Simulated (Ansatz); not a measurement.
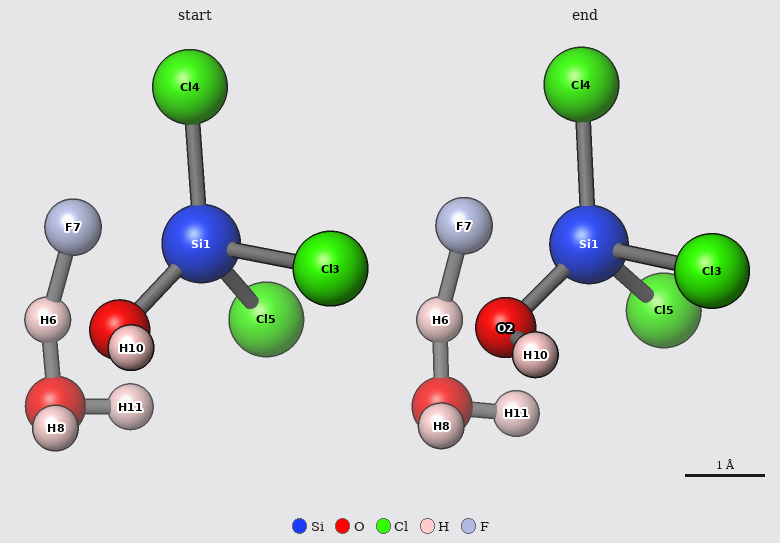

The structure of SiH4O2Cl3F before (left) and after (right) a constrained relaxation, at one scale.

The picture is a ball-and-stick view, seen from a free direction.

The reaction that was planned forms Si1–F7, H6–O9, O2–H8 and breaks Si1–O2, H6–F7, H8–O9 (atoms numbered from 1 in input order).

These are results of Ansatz, RKS PBE0-D4/def2-SVP, not measurements. Set-up: held fixed: the distance between atoms 1 (Si) and 7 (F), the distance between atoms 6 (H) and 9 (O), the distance between atoms 2 (O) and 8 (H), the distance between atoms 1 (Si) and 2 (O), the distance between atoms 6 (H) and 7 (F), the distance between atoms 8 (H) and 9 (O), counting from 1; force threshold 0.04 eV/Å; at most 150 steps.

> Describe what moved and what it gained.

An H atom moves most after the best rigid fit: 0.22 Å. Largest moves by element: H 0.22 Å, Cl 0.15 Å, O 0.06 Å, F 0.06 Å, Si 0.03 Å. Near-neighbour distances that change, for instance: Cl–Si 2.011 → 2.048 Å, Cl–Si 2.096 → 2.113 Å, H–O 0.997 → 0.983 Å, H–O 0.955 → 0.967 Å. Among the angles between lasting bonds that change: Si–O–H 116.5° → 109.5°, O–Si–Cl 105.0° → 111.6°, Cl–Si–Cl 124.0° → 118.5°. Over 5 geometry steps the energy falls by 0.141 eV. The largest force component goes from 0.72 to 0.028 eV/Å.
